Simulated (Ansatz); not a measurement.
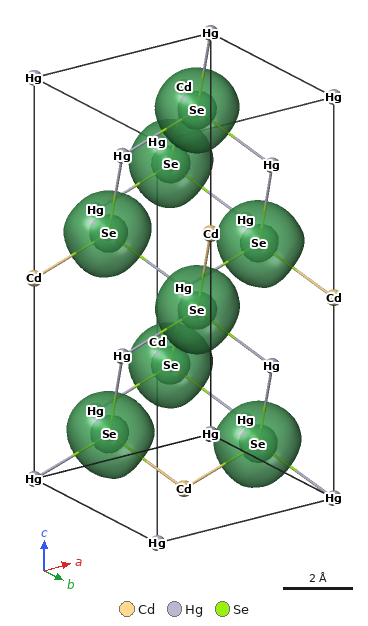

*CdHg3Se4. Isosurface of the electron localisation function at 0.65 (green), seen at an oblique angle. Core shells and regions of very low density are left out. Sticks mark near contacts.*

Space group I-42m; a structure generated by program, which may or may not match a known phase.

Computed with DFT PBE, scalar-relativistic, plane waves, PAW (Ansatz 0.2.0).

In a PAW calculation such maps are meaningful between the atoms, not at the nuclei.

```
Cd Hg Se
1.0
     6.24380    0.00000    0.00000
     0.00000    6.24380    0.00000
     0.00000    0.00000   12.49088
Cd Hg Se
2 6 8
Direct
  0.00000 0.00000 0.50000
  0.50000 0.50000 0.00000
  0.00000 0.00000 0.00000
  0.50000 0.50000 0.50000
  0.00000 0.50000 0.25000
  0.50000 0.00000 0.75000
  0.50000 0.00000 0.25000
  0.00000 0.50000 0.75000
  0.25155 0.25155 0.12424
  0.75155 0.75155 0.62424
  0.24845 0.75155 0.37576
  0.74845 0.25155 0.87576
  0.24845 0.24845 0.62424
  0.74845 0.74845 0.12424
  0.75155 0.24845 0.37576
  0.25155 0.74845 0.87576
```

Q: Identify the bonds, lone pairs and shells in this picture.

A: At this value the surface marks out eight regions wrapped around Se (the valence shell of each), counted in one cell of 16 atoms. Regions shared between cells count once. Along the contacts the grid gives the following. Cd–Se (2.69 Å): the ELF is about 0.40 at the midpoint and 0.15 at its lowest between the atoms. Hg–Se (2.71 Å): the ELF is about 0.35 at the midpoint and 0.20 at its lowest between the atoms.
